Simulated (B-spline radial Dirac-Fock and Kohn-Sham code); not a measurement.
Atomic He. Level of theory: Dirac partial waves in the static Dirac–Fock field with Furness–McCarthy exchange, no polarisation or absorption; calculated with a B-spline radial code.

Before looking at the plot, say what to expect. Its caption: Differential cross section for elastic electron scattering against angle at 98.9 eV and 106 keV, computed at the marked angles.

At 98.9 eV the cross section is 0.975 bohr²/sr at 0°, 0.077 at 90° and 0.034 at 180°, without a marked minimum on this grid; the integral is 1.99 bohr². At 106 keV the cross section is 0.910 bohr²/sr at 0°, 6.7 × 10⁻⁸ at 90° and 1.3 × 10⁻⁸ at 180°, without a marked minimum on this grid; the integral is 0.00188 bohr². The model is rough under about 200 eV.

Here it is:

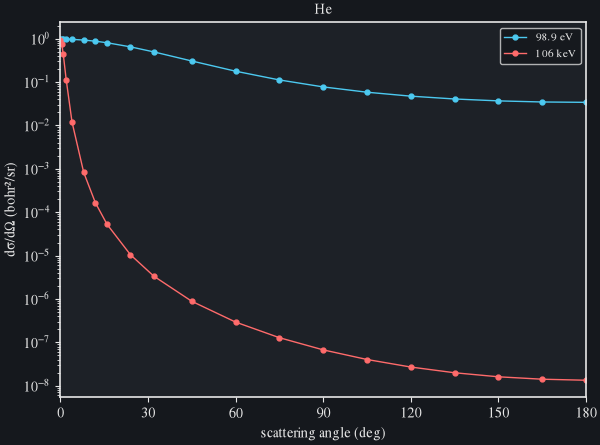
